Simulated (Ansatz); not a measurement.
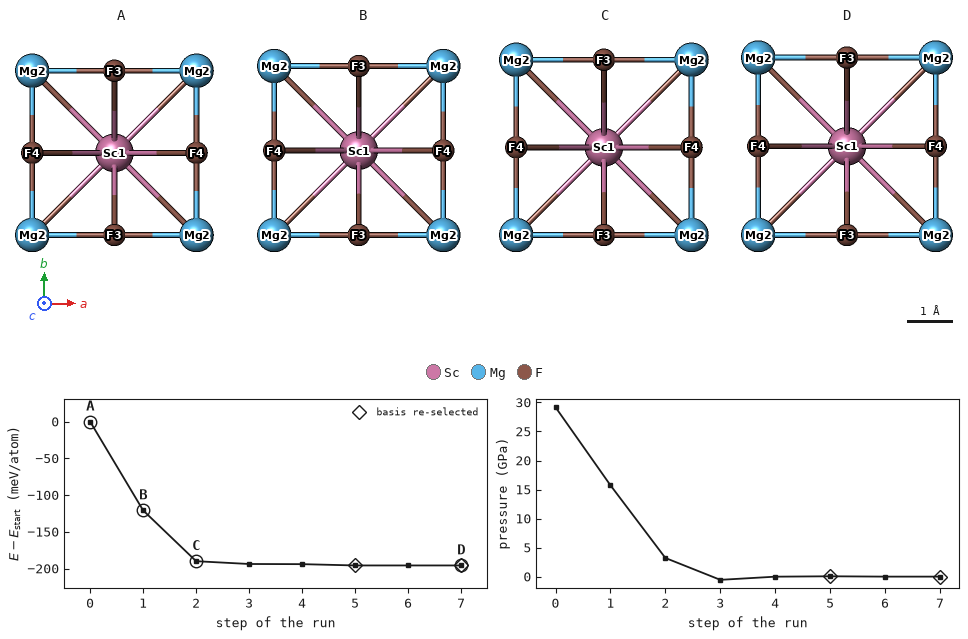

Frames of a relaxation of a crystal of MgScF$_{3}$ (a generated structure, set up in Pm-3m), marked on the history of the run. A ball-and-stick model of the cell of the calculation, seen along the c axis.

Level of theory: DFT, PAW plane waves, r2SCAN in Ansatz 0.2.0. (plane-wave cutoff 500 eV; k-point mesh 5 × 5 × 5; occupations fermi dirac; smearing width 0.1 eV; no spin polarisation; cell and atoms relaxed; at most 40 steps)

> What happens along the run?

After 5 accepted moves (7 points after the start) the energy has fallen by 196 meV per atom. All forces vanish by symmetry, so only the cell relaxes. Pressure: 29.17 GPa at the start and 0.00 GPa at the end. At 2 points the geometry stayed and the basis and grid were re-selected for the new cell (energy shift of 1.8 meV per atom at most each time). No atom moves by more than 0.005 Å relative to the cell. The volume changes by +26.0 %, with a = b = c 3.684 → 3.979 Å (+8.0 %). Some distances before and after: F–Sc 2.605 → 2.813 Å, F–Mg 1.842 → 1.989 Å. The space group stays Pm-3m (No. 221). From step 0 to 1: volume +8.9 %, energy −121 meV per atom. From step 1 to 2: volume +11.5 %, energy −69.2 meV per atom. From step 2 to 7: volume +3.8 %, energy −5.8 meV per atom.

| step | E − E(0), meV/atom | pressure, GPa | volume, Å³/atom | note |
| --- | --- | --- | --- | --- |
| 0 | 0.00 | 29.17 | 9.997 |  |
| 1 | -120.84 | 15.74 | 10.882 |  |
| 2 | -190.00 | 3.22 | 12.138 |  |
| 3 | -193.81 | -0.55 | 12.671 |  |
| 4 | -194.02 | 0.00 | 12.587 |  |
| 5 | -195.79 | 0.06 | 12.587 | same geometry, new basis |
| 6 | -195.79 | 0.00 | 12.597 |  |
| 7 | -195.80 | 0.00 | 12.597 | same geometry, new basis |
